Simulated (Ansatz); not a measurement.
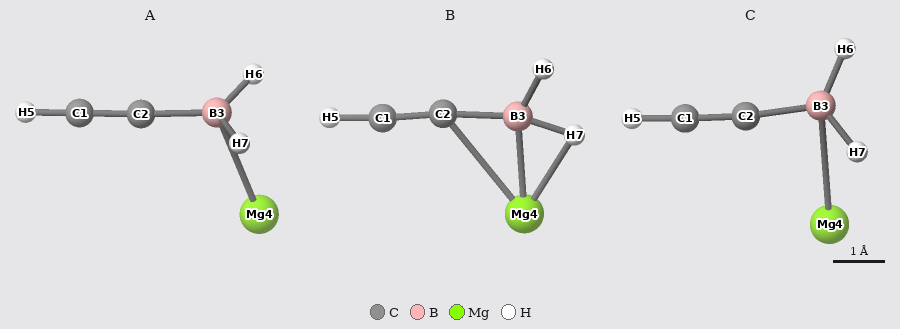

3 geometries from one relaxation of C2H3BMg, in shuffled order. A ball-and-stick model, seen at a tilt.

The run prepares an end point of a later path (hydrogen shift) calculation, from a guessed geometry.

Computed with RKS B3LYP-D4/def2-SVP in Ansatz 0.2.0. Settings: no spin polarisation; force threshold 0.02 eV/Å; at most 50 steps.

### Order the frames from highest to lowest energy.

B, C, A. They are steps 0, 4, 10, at +279.8 kJ/mol, +27.9 kJ/mol relative to the last. The largest move after the best rigid fit is that of H7, 1.27 Å. By element the largest moves are H 1.27 Å, Mg 0.91 Å, C 0.18 Å, B 0.16 Å. Near-neighbour distances that change, for instance: Mg4–H7 2.047 → 2.939 Å, C2–Mg4 2.615 → 3.323 Å, B3–Mg4 2.107 → 2.700 Å, B3–H6 1.175 → 1.209 Å. Bond angles that change, for instance: Mg4–B3–H6 151.0° → 88.9°, C2–B3–H7 162.5° → 120.1°, H6–B3–H7 80.1° → 119.2°. Over 10 geometry steps the energy falls by 279.8 kJ/mol. Largest force component: 3.1 eV/Å at the start, 0.015 eV/Å at the end.
